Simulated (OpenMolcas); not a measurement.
# HF/ANO-RCC-VDZ (sfX2C) run of HBr (hydrogen bromide)

What is the energy change on altering one bond length of HBr (hydrogen bromide) at HF/ANO-RCC-VDZ (sfX2C)? 

Program for the calculation: OpenMolcas 26.06.

## (1) The molecule

HBr has 2 atoms, charge 0, and is taken as a singlet. As SMILES, `Br`. Geometry: relaxed at GFN2-xTB.

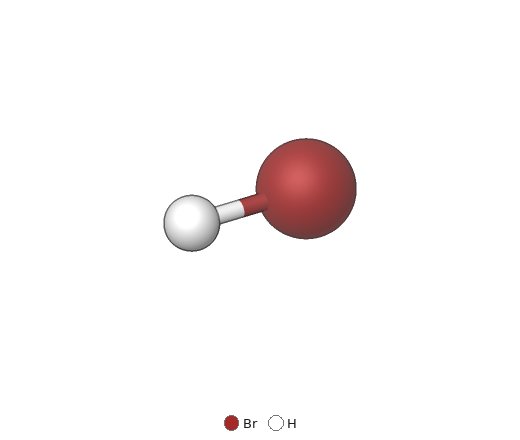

The structure, seen from a chosen angle (bromine red, hydrogen white).

## (2) Energy and forces at HF/ANO-RCC-VDZ (sfX2C)

job.inp reads:

```
&GATEWAY
Coord
2
angstrom
Br      -0.594900       0.214950      -0.300840
H        0.594900      -0.214950       0.300840
Basis
ANO-RCC-VDZ
Group
NoSym
RX2C
&SEWARD
Expert
&SCF
PrOrbitals
1 1
&ALASKA
```

Command:

```
export MOLCAS_MEM=1860
pymolcas job.inp > job.log
```

Output:

```text
--- Start Module: gateway ---
[...]
--- Stop Module: gateway /rc=_RC_ALL_IS_WELL_ ---
[...]
 ###    WARNING:  EXPERT option is ON!                                       ###
 ###############################################################################
               SEWARD will generate:
[...]
      Basis functions           24
[...]
--- Start Module: scf ---
[...]
       Convergence after   8 Iterations
[...]
::    Total SCF energy                              -2605.0120986574
[...]
      Total spin, S                                     0.0000000000
[...]
      Total electronic charge=   36.000000
      Total            charge=   -0.000000
[...]
      Dipole Moment (debye):
      Origin of the operator (angstrom)=   -0.5799    0.2095   -0.2933
                   X=  1.2789E+00               Y= -4.6210E-01               Z=  6.4675E-01           Total=  1.5058E+00
      Quadrupole Moment (debye*angstrom):
[...]
--- Stop Module: scf /rc=_RC_ALL_IS_WELL_ ---
--- Start Module: alaska ---
[...]
 *              Molecular gradients               *
 **************************************************
  Irreducible representation: a
 ------------------------------------------------------------------------------------------
                              X                       Y                       Z
 ------------------------------------------------------------------------------------------
  BR1               1.56576690330326E-02   -5.65744824115022E-03    7.91805875262819E-03
  H2               -1.56576690330343E-02    5.65744824114933E-03   -7.91805875262819E-03
 ------------------------------------------------------------------------------------------
--- Stop Module: alaska /rc=_RC_ALL_IS_WELL_ ---
[...]
```

Wall time 3.6 s (1 thread of Intel Xeon Platinum 8488C (Sapphire Rapids), shared host); peak memory 0.41 GiB.

## (3) The distorted shape

job.inp reads:

```
* BrH Hartree-Fock
&GATEWAY
Coord
2
angstrom
Br      -1.784739       0.644864      -0.902540
H        0.594900      -0.214950       0.300840
Basis
ANO-RCC-VDZ
Group
NoSym
RX2C
&SEWARD
Expert
&SCF
PrOrbitals
1 1
&ALASKA
```

Command:

```
export MOLCAS_MEM=1860
pymolcas job.inp > job.log
```

Output:

```text
--- Start Module: gateway ---
[...]
--- Stop Module: gateway /rc=_RC_ALL_IS_WELL_ ---
[...]
 ###    WARNING:  EXPERT option is ON!                                       ###
 ###############################################################################
               SEWARD will generate:
[...]
      Basis functions           24
[...]
--- Start Module: scf ---
[...]
       Convergence after   9 Iterations
[...]
::    Total SCF energy                              -2604.8397109432
[...]
      Total spin, S                                     0.0000000000
[...]
      Total electronic charge=   36.000000
      Total            charge=   -0.000000
[...]
      Dipole Moment (debye):
      Origin of the operator (angstrom)=   -1.7547    0.6340   -0.8874
                   X=  1.8511E+00               Y= -6.6884E-01               Z=  9.3610E-01           Total=  2.1795E+00
      Quadrupole Moment (debye*angstrom):
[...]
--- Stop Module: scf /rc=_RC_ALL_IS_WELL_ ---
--- Start Module: alaska ---
[...]
 *              Molecular gradients               *
 **************************************************
  Irreducible representation: a
 ------------------------------------------------------------------------------------------
                              X                       Y                       Z
 ------------------------------------------------------------------------------------------
  BR1              -4.50601933426786E-02    1.62812027701627E-02   -2.27868745909525E-02
  H2                4.50601933426786E-02   -1.62812027701627E-02    2.27868745909521E-02
 ------------------------------------------------------------------------------------------
--- Stop Module: alaska /rc=_RC_ALL_IS_WELL_ ---
[...]
```

Wall time 3.3 s (1 thread of Intel Xeon Platinum 8488C (Sapphire Rapids), shared host); peak memory 0.41 GiB.

## (4) Summary of results

At HF/ANO-RCC-VDZ (sfX2C):

```
                                                          quantity           value
                                         first shape: total energy  -2605.01210 Eh
                                        first shape: dipole moment          1.51 D
                                          first shape: HOMO energy       -11.91 eV
                                          first shape: LUMO energy         1.93 eV
                                        first shape: HOMO–LUMO gap        13.84 eV
                             first shape: largest force on an atom      0.948 eV/Å
                                     distorted shape: total energy  -2604.83971 Eh
                                    distorted shape: dipole moment          2.18 D
                                      distorted shape: HOMO energy       -10.89 eV
                                      distorted shape: LUMO energy        -3.56 eV
                                    distorted shape: HOMO–LUMO gap         7.33 eV
                         distorted shape: largest force on an atom      2.728 eV/Å
energy change with the Br1–H2 bond stretched from 1.401 to 2.802 Å        4.691 eV
```

In words: One bond (distorted shape) is far stretched, which a spin-restricted single reference describes badly; a broken-symmetry solution may lie lower. With the Br1–H2 bond stretched from 1.401 to 2.802 Å the energy rises by 4.69 eV (453 kJ/mol). The first shape isn't relaxed at this level, so the change isn't measured from a minimum. A restricted reference can't describe the breaking bond well at this length. The largest force (first shape) is 0.95 eV/Å: the shape isn't a stationary point for this species at this level.
